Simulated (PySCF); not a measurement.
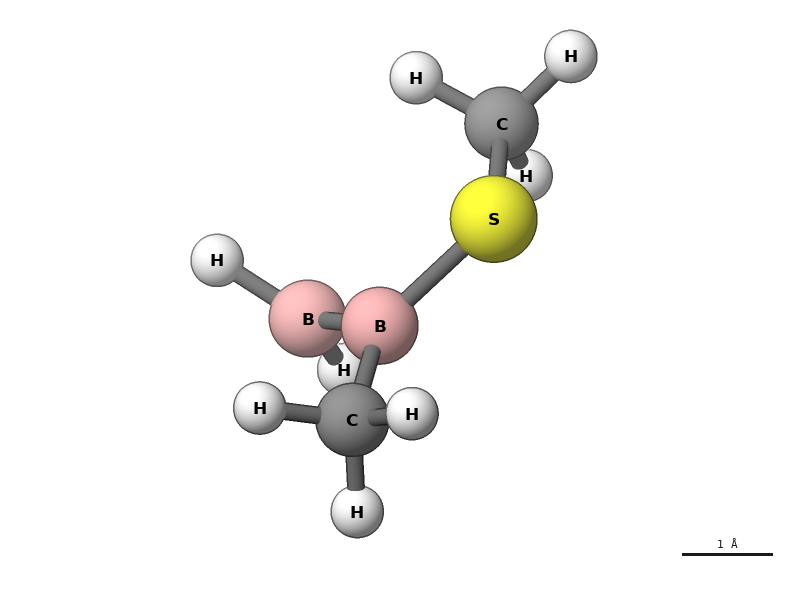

Every bond is drawn as one stick, whatever its order.

The computed structure is the end point of a PBE0-D3(BJ)/def2-SVP optimisation. No frequency run is at hand to confirm it as a minimum.

Which formula does it have?

C2H8B2S, 13 atoms: 2 carbon, 8 hydrogen, 2 boron and 1 sulfur.

Name functional groups in it.

Among them: B–H bond.

Count the bonded pairs by element.

6 C–H, 2 B–H, 1 B–B, 1 C–B, 1 B–S, 1 C–S.

More results for the same structure follow; atom numbers are the same in all pictures, views and colours differ.

## Electronic properties

No frequency run is at hand to confirm it as a minimum. Level of theory: B3LYP/6-31G*, gas phase (PySCF 2.14.0).

What is the dipole moment?

0.87 D.

What is the HOMO energy (Kohn–Sham orbital)?

−7.03 eV.

Estimate the HOMO–LUMO gap.

5.43 eV.

## Core levels

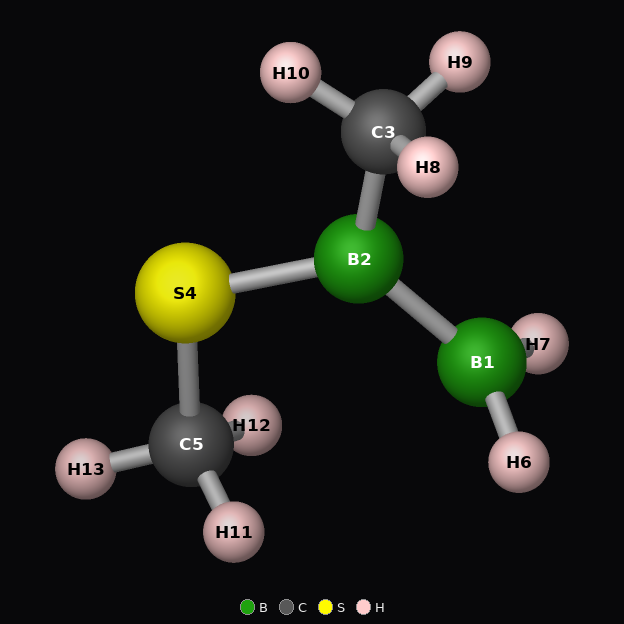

No frequency run is at hand to confirm it as a minimum. Method: delta-SCF UKS HF, pcX-2 on the ionised atom, pcseg-1 elsewhere, spin-free X2C (PySCF 2.14.0).

Give the core-electron binding energies (to vacuum; p and d levels without spin–orbit splitting) of B1 1s, B2 1s, C3 1s, S4 1s, S4 2p, C5 1s.

```json
{"atom": "B1", "level": "1s", "binding energy (eV)": "196.1"}
{"atom": "B2", "level": "1s", "binding energy (eV)": "195.2"}
{"atom": "C3", "level": "1s", "binding energy (eV)": "290.0"}
{"atom": "S4", "level": "1s", "binding energy (eV)": "2477.6"}
{"atom": "S4", "level": "2p", "binding energy (eV)": "168.7"}
{"atom": "C5", "level": "1s", "binding energy (eV)": "291.2"}
```

## Quadrupole coupling

No frequency run is at hand to confirm it as a minimum. Electric field gradients from the ground-state density, B3LYP/6-31G* (PySCF 2.14.0), non-relativistic apart from any core potentials.

Give the largest field-gradient component, the quadrupole coupling constant and the asymmetry for 11B at B1 (Q = 40.59 mb), 11B at B2 (Q = 40.59 mb), 33S at S4 (Q = −67.81 mb), 2H at H6 (Q = 2.86 mb), 2H at H7 (Q = 2.86 mb), 2H at H8 (Q = 2.86 mb), 2H at H9 (Q = 2.86 mb).

| atom | V_zz (a.u.) | e²qQ/h (MHz) | η |
| --- | --- | --- | --- |
| B1 | 0.598 | 5.70 | 0.16 |
| B2 | 0.426 | 4.06 | 0.48 |
| S4 | 1.872 | −29.8 | 0.50 |
| H6 | 0.193 | 0.130 | 0.18 |
| H7 | 0.193 | 0.130 | 0.18 |
| H8 | 0.281 | 0.189 | 0.01 |
| H9 | 0.282 | 0.190 | 0.02 |
